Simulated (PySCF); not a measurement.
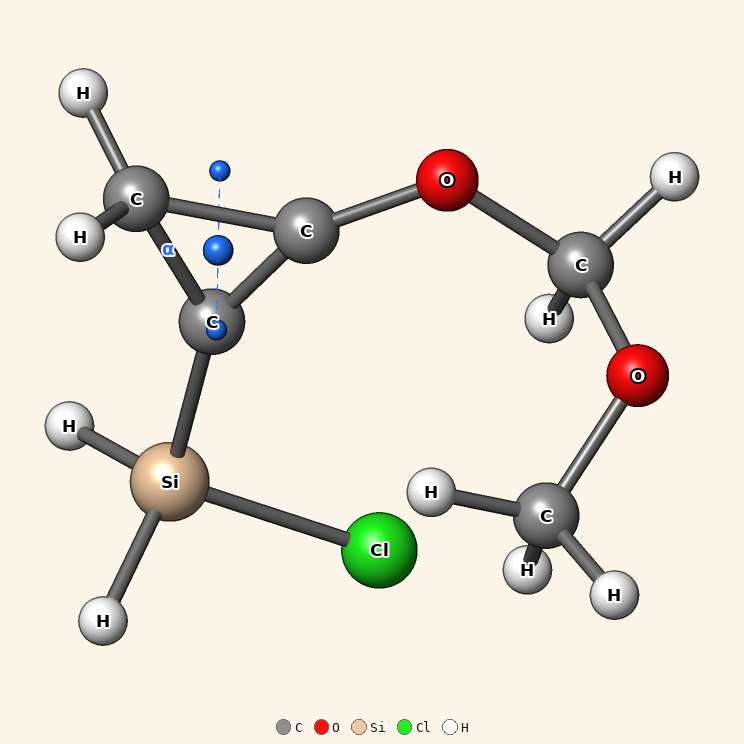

The small points mark where nucleus-independent chemical shifts (NICS) were computed: at the centre of each lettered ring and 1 Å above and below it. The geometry was computed by an optimisation with GFN2-xTB. No frequency run is at hand to confirm it as a minimum. Method: GIAO PBE0/pcSseg-1 NMR shielding, non-relativistic, gas phase (PySCF 2.14.0).

Give NICS(0), NICS(1) and the out-of-plane component NICS(1)zz for each ring (means of the two sides).

```
ring  members  NICS(0)  NICS(1)  NICS(1)zz
   α       C3    −31.2     −6.2      −12.0
```

Values in ppm.

The geometry is semi-empirical. Around Si such bond lengths and angles can be off by a tenth of an ångström or more and by several degrees, and values that hang on the shape move with them.
